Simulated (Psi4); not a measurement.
**Energy and gradient calculation, with input and output: SnH3O2 (part 2 of 2)**

Continued. System: SnH3O2, multiplicity 2, SMILES [OH][SnH][OH]. Method: B3LYP/3-21G, UKS (Psi4 1.11). The geometry comes from this level: PBE0-D4/def2-TZVP.

Geometry of the input (Å):
```
O  -1.2483  -0.6847  -0.2334
Sn 0.4170  0.3025  -0.6396
O  1.4139  -0.0383  1.0167
H  -1.8520  -0.7834  -0.9736
H  0.1286  2.0261  -0.6243
H  1.1827  -0.8860  1.4081
```

Log, continued
```
       Center              X                  Y                   Z               Mass
    ------------   -----------------  -----------------  -----------------  -----------------
         O           -2.358945120000    -1.293895480000    -0.441062080000    15.994914619570
         SN           0.788015790000     0.571642150000    -1.208668830000   119.902201630000
         O            2.671883770000    -0.072376510000     1.921284550000    15.994914619570
         H           -3.499772780000    -1.480411450000    -1.839837350000     1.007825032230
         H            0.243018780000     3.828774100000    -1.179756020000     1.007825032230
         H            2.234979090000    -1.674297350000     2.660923360000     1.007825032230

  Nuclear repulsion =  276.879869384590677

  ==> Basis Set <==

  Basis Set: 3-21G
    Blend: 3-21G
    Number of shells: 29
    Number of basis functions: 55
    Number of Cartesian functions: 57
    Spherical Harmonics?: true
    Max angular momentum: 2

  ==> DirectJKGrad: Integral-Direct SCF Gradients <==

    Gradient:                    1
    J tasked:                  Yes
    K tasked:                  Yes
    wK tasked:                  No
    Integrals threads:           1
    Schwarz Cutoff:          1E-12

  ==> DFT Potential <==

   => LibXC <=

    Version 7.1.2

   => Composite Functional: B3LYP <=

    B3LYP Hyb-GGA Exchange-Correlation Functional

    Deriv               =              1
    GGA                 =           TRUE
    Meta                =          FALSE

    Exchange Hybrid     =           TRUE
    MP2 Hybrid          =          FALSE

   => Exchange Functionals <=

    0.0800   Slater exchange
    0.7200         Becke 88

   => Exact (HF) Exchange <=

    0.2000               HF

   => Correlation Functionals <=

    0.1900   Vosko, Wilk & Nusair (VWN5_RPA)
    0.8100   Lee, Yang & Parr

   => LibXC Density Thresholds  <==

    XC_HYB_GGA_XC_B3LYP:  1.00E-15

   => Molecular Quadrature <=

    Radial Scheme          =       TREUTLER
    Pruning Scheme         =           NONE
    Nuclear Scheme         =       TREUTLER

    Blocking Scheme        =         OCTREE
    BS radius alpha        =              1
    Pruning alpha          =              1
    Radial Points          =             99
    Spherical Points       =            590
    Total Points           =         334804
    Total Blocks           =           2445
    Max Points             =            256
    Max Functions          =             53
    Weights Tolerance      =       1.00E-15

  -Total Gradient:
     Atom            X                  Y                   Z
    ------   -----------------  -----------------  -----------------
       1       -0.016307097190    -0.002522429919    -0.023070521030
       2       -0.003220488169     0.003252888105     0.009417639995
       3       -0.006240944049    -0.024604173450     0.007895873782
       4        0.021744314618     0.005571702170     0.022532445930
       5        0.000493219814    -0.009704272833    -0.000681983409
       6        0.003500403080     0.028033177699    -0.016128158589

	total time  =          4 seconds =       0.07 minutes

Properties will be evaluated at   0.000000,   0.000000,   0.000000 [a0]
OEProp: No title given, name of density matrix used for the following properties is 'SCF alpha density'
  Lowdin Charges: (a.u.)
   Center  Symbol    Alpha    Beta     Spin     Total
       1     O     4.33697  4.17263  0.16434 -0.50960
       2    SN    24.93237 24.40615  0.52622  0.66148
       3     O     4.32119  4.16915  0.15203 -0.49034
       4     H     0.38346  0.38662 -0.00316  0.22992
       5     H     0.64400  0.48068  0.16332 -0.12467
       6     H     0.38201  0.38477 -0.00276  0.23322

  Total alpha = 35.00000, Total beta = 34.00000, Total charge =  0.00000

  Mayer Bond Indices:

  Total Bond Index:
  Irrep: 1 Size: 6 x 6

                 1                   2                   3                   4                   5

    1     0.00000000000000     0.92485717314564     0.06676357006583     0.81791572817228     0.05950578327944
    2     0.92485717314564     0.00000000000000     0.98964939582484     0.01805503902894     0.80084645271146
    3     0.06676357006583     0.98964939582484     0.00000000000000     0.00230459848307     0.03027508703029
    4     0.81791572817228     0.01805503902894     0.00230459848307     0.00000000000000    -0.00000617680391
    5     0.05950578327944     0.80084645271146     0.03027508703029    -0.00000617680391     0.00000000000000
    6    -0.00047625219835     0.01973239532539     0.81219722838919    -0.00055276355177     0.00459342228873

                 6

    1    -0.00047625219835
    2     0.01973239532539
    3     0.81219722838919
    4    -0.00055276355177
    5     0.00459342228873
    6     0.00000000000000

  Alpha Contribution:
  Irrep: 1 Size: 6 x 6

                 1                   2                   3                   4                   5

    1     0.00000000000000     0.38264496892759     0.01422494415697     0.40638821062896     0.02262376121332
    2     0.38264496892759     0.00000000000000     0.41090688850831     0.00903721744947     0.36366117556639
    3     0.01422494415697     0.41090688850831     0.00000000000000     0.00088375149148     0.01401852737608
    4     0.40638821062896     0.00903721744947     0.00088375149148     0.00000000000000    -0.00000878299425
    5     0.02262376121332     0.36366117556639     0.01401852737608    -0.00000878299425     0.00000000000000
    6    -0.00016161766511     0.01174190506620     0.40390352986474    -0.00030776198560     0.00121067229337

                 6

    1    -0.00016161766511
    2     0.01174190506620
    3     0.40390352986474
    4    -0.00030776198560
    5     0.00121067229337
    6     0.00000000000000

  Beta Contribution:
  Irrep: 1 Size: 6 x 6

                 1                   2                   3                   4                   5

    1     0.00000000000000     0.54221220421804     0.05253862590886     0.41152751754332     0.03688202206613
    2     0.54221220421804     0.00000000000000     0.57874250731653     0.00901782157947     0.43718527714507
    3     0.05253862590886     0.57874250731653     0.00000000000000     0.00142084699159     0.01625655965421
    4     0.41152751754332     0.00901782157947     0.00142084699159     0.00000000000000     0.00000260619034
    5     0.03688202206613     0.43718527714507     0.01625655965421     0.00000260619034     0.00000000000000
    6    -0.00031463453323     0.00799049025919     0.40829369852445    -0.00024500156618     0.00338274999536

                 6

    1    -0.00031463453323
    2     0.00799049025919
    3     0.40829369852445
    4    -0.00024500156618
    5     0.00338274999536
    6     0.00000000000000

  Atomic Valences:

 #  #
 Irrep: 1
      1:    1.868566002464845
      2:    2.753140456036264
      3:    1.901189879793215
      4:    0.837716425328603
      5:    0.895214568506013
      6:    0.835494030253187

  Wiberg Bond Indices using Orthogonal Lowdin Orbitals:

  Total Bond Index:
  Irrep: 1 Size: 6 x 6

                 1                   2                   3                   4                   5

    1     0.00000000000000     1.03530014317286     0.08939086674338     0.93713913212249     0.06440690404347
    2     1.03530014317286     0.00000000000000     1.09983481758114     0.02938046507875     0.86189385918415
    3     0.08939086674338     1.09983481758114     0.00000000000000     0.00453927697601     0.03782640807732
    4     0.93713913212249     0.02938046507875     0.00453927697601     0.00000000000000     0.00038365440084
    5     0.06440690404347     0.86189385918415     0.03782640807732     0.00038365440084     0.00000000000000
    6     0.00249975064136     0.02588534350179     0.93596841436930     0.00017732088693     0.00493047632038

                 6

    1     0.00249975064136
    2     0.02588534350179
    3     0.93596841436930
    4     0.00017732088693
    5     0.00493047632038
    6     0.00000000000000

  Alpha Contribution:
  Irrep: 1 Size: 6 x 6

                 1                   2                   3                   4                   5

    1     0.00000000000000     0.43923835204896     0.02567847564360     0.46713811369860     0.02777796927612
    2     0.43923835204896     0.00000000000000     0.46679596624819     0.01679889709611     0.41824363127764
    3     0.02567847564360     0.46679596624819     0.00000000000000     0.00229986143234     0.01883811443961
    4     0.46713811369860     0.01679889709611     0.00229986143234     0.00000000000000     0.00005130122032
    5     0.02777796927612     0.41824363127764     0.01883811443961     0.00005130122032     0.00000000000000
    6     0.00140397298756     0.01518226859862     0.46642163243653     0.00008847423368     0.00154580308728

                 6

    1     0.00140397298756
    2     0.01518226859862
    3     0.46642163243653
    4     0.00008847423368
    5     0.00154580308728
    6     0.00000000000000

  Beta Contribution:
  Irrep: 1 Size: 6 x 6

                 1                   2                   3                   4                   5

    1     0.00000000000000     0.59606179112390     0.06371239109978     0.47000101842389     0.03662893476735
    2     0.59606179112390     0.00000000000000     0.63303885133295     0.01258156798264     0.44365022790651
    3     0.06371239109978     0.63303885133295     0.00000000000000     0.00223941554368     0.01898829363771
    4     0.47000101842389     0.01258156798264     0.00223941554368     0.00000000000000     0.00033235318052
    5     0.03662893476735     0.44365022790651     0.01898829363771     0.00033235318052     0.00000000000000
    6     0.00109577765380     0.01070307490317     0.46954678193277     0.00008884665325     0.00338467323310

                 6

    1     0.00109577765380
    2     0.01070307490317
    3     0.46954678193277
    4     0.00008884665325
    5     0.00338467323310
    6     0.00000000000000

  Atomic Valences:

 #  #
 Irrep: 1
      1:    2.128736796723558
      2:    3.052294628518697
      3:    2.167559783747163
      4:    0.971619849465020
      5:    0.969441302026159
      6:    0.969461305719765

  Variable Map:
  ----------------------------------------------------------------------------
  "CURRENT ENERGY"              =>   -6150.234282935222
  "CURRENT REFERENCE ENERGY"    =>   -6150.234282935222
  "DD SOLVATION ENERGY"         =>       0.000000000000
  "DFT FUNCTIONAL TOTAL ENERGY" =>   -6150.234282935221
  "DFT TOTAL ENERGY"            =>   -6150.234282935221
  "DFT VV10 ENERGY"             =>       0.000000000000
  "DFT XC ENERGY"               =>    -144.347818820218
  "GRID ELECTRONS ALPHA"        =>      34.999999250818
  "GRID ELECTRONS BETA"         =>      33.999999381165
  "GRID ELECTRONS TOTAL"        =>      68.999998631983
  "NUCLEAR REPULSION ENERGY"    =>     276.879869384591
  "ONE-ELECTRON ENERGY"         =>   -9036.084449618833
  "PCM POLARIZATION ENERGY"     =>       0.000000000000
  "PE ENERGY"                   =>       0.000000000000
  "SCF ITERATION ENERGY"        =>   -6150.234282935222
  "SCF ITERATIONS"              =>      13.000000000000
  "SCF TOTAL ENERGY"            =>   -6150.234282935222
  "TWO-ELECTRON ENERGY"         =>    2753.318116119238
  "XC GRID RADIAL POINTS"       =>      99.000000000000
  "XC GRID SPHERICAL POINTS"    =>     590.000000000000
  "XC GRID TOTAL POINTS"        =>  334804.000000000000

  Array Variable Map:
  ----------------------------------------------------------------------------
  "CURRENT DIPOLE"              =>      -0.384050398130 ... -0.812135175821 1 by 3
  "CURRENT GRADIENT"            =>      -0.016307097190 ... -0.016128158589 6 by 3
  "DFT TOTAL GRADIENT"          =>      -0.016307097190 ... -0.016128158589 6 by 3
  "SCF DIPOLE"                  =>      -0.384050398130 ... -0.812135175821 1 by 3
  "SCF TOTAL ENERGIES"          =>   -6146.961340596589 ... -6150.234282935222 1 by 14
  "SCF TOTAL GRADIENT"          =>      -0.016307097190 ... -0.016128158589 6 by 3

    Psi4 run time: 0:00:22.29
```

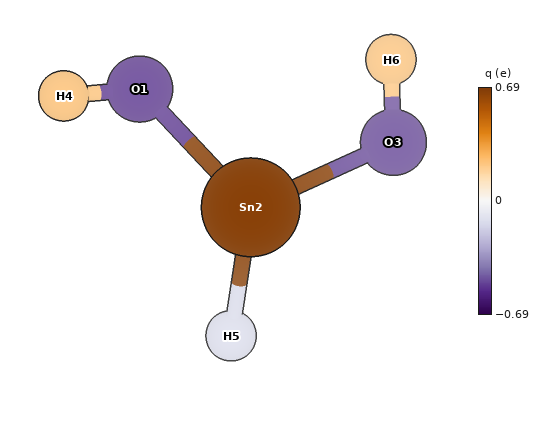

*Löwdin charges, as the colour of each atom (ball-and-stick view, seen on its broad side; atoms are numbered from 1 in the order of the input).*

By element: O −0.51 to −0.49, Sn +0.66 and H −0.12 to +0.23 e.

Results in brief

| quantity | value |
| --- | --- |
| outcome | converged |
| total energy | −6150.234283 hartree |
| basis functions | 55 |
| largest force | 1.673 eV/Å |
| ⟨S²⟩ | 0.754 |
| dipole moment | 2.46 D |
| hardware | 1 thread of Intel Xeon @ 2.50GHz (Skylake/Cascade Lake), 192 GiB of memory available, shared host |
| wall time | 24 s |
| peak memory | 0.58 GiB |
